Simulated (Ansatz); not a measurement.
Stretching the K1–F2 bond in KF (multiplicity 1 held). Energies count from the point at 2.202 Å.


R- and RO- levels are restricted; in cc, def2 and unpolarised 6-31G sets they are followed outwards from rest. U- levels take the lowest unrestricted solution at each point, which mixes spins at long bonds. Curves can end on different states.

Cores are frozen in the correlated methods.

Programs: Ansatz (a program for electronic structure) with Gaussian orbitals. Each number belongs to the level named beside it.

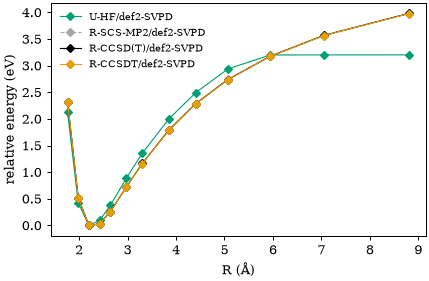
Figure. Relative energy along the coordinate

Doubts at one or more of the structures used: a spin-contaminated determinant (U-HF/def2-SVPD); a restricted determinant that unrestricted orbitals would lower (R-SCS-MP2/def2-SVPD, R-CCSD(T)/def2-SVPD, R-CCSDT/def2-SVPD).
